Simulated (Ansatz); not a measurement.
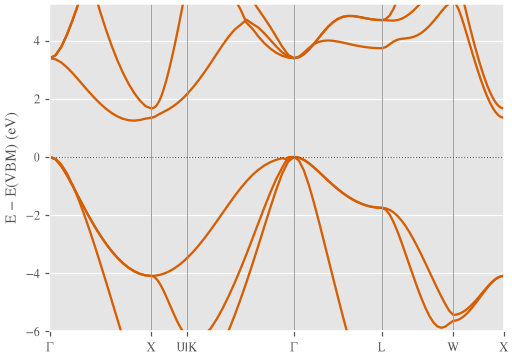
Figure: Band structure from DFT-PBE in the program Ansatz with PAW potentials

### Question
Read off the gap and where the band edges lie.

### Answer
About 1.2 eV (1.25 eV by a search for the band edges); maximum at Γ, minimum on the Γ–X line, 83 % of the way from Γ.

The material is BP (zinc blende, space group No. 216).

Space group F-43m (zinc blende). Symmetry was held in the PBE relaxation.

Potentials: the later of the program's two PAW sets.
